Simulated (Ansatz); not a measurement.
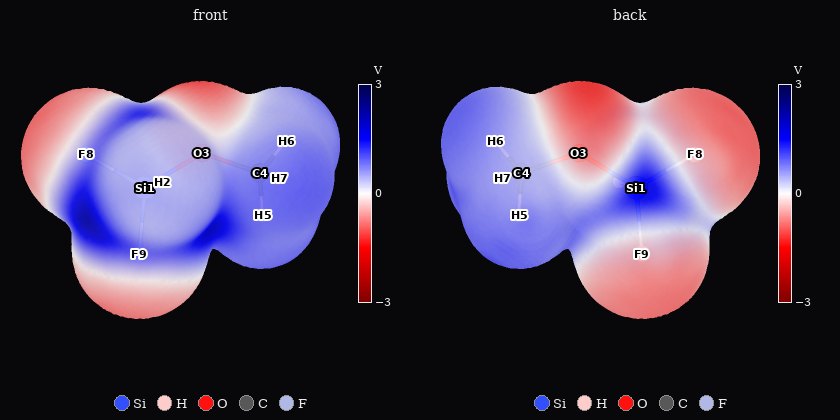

*CH4F2OSi. The molecular electrostatic potential painted on the density surface at 0.002 e/bohr³, seen from the front and from behind; the colour scale runs from red (negative) to blue (positive).*

Not at a stationary point (largest force 1.4 eV/Å).

The calculation used RKS PBE0/def2-SVP (Ansatz).

```yaml
atoms:
  - { symbol: Si, position_ang: [0.1363, -0.0018, 0.2210] }
  - { symbol: H, position_ang: [0.3033, 0.0062, 1.6556] }
  - { symbol: O, position_ang: [1.7419, -0.0746, -0.0984] }
  - { symbol: C, position_ang: [2.6011, -1.1686, 0.0503] }
  - { symbol: H, position_ang: [2.2165, -2.0594, -0.4764] }
  - { symbol: H, position_ang: [3.5856, -0.9129, -0.3695] }
  - { symbol: H, position_ang: [2.7374, -1.4304, 1.1173] }
  - { symbol: F, position_ang: [-0.4958, 1.3254, -0.4092] }
  - { symbol: F, position_ang: [-0.6977, -1.2471, -0.3579] }
```

### Which sites attract a positive test charge, and which a negative one?

A positive charge is drawn to the negative regions and a negative charge to the positive ones. The most negative region (about −1.1 V, or −25 kcal/mol for a unit charge) lies over O3, the most positive (about +1.9 V, or +44 kcal/mol for a unit charge) over Si1. O3 is the likeliest acceptor of a hydrogen bond.
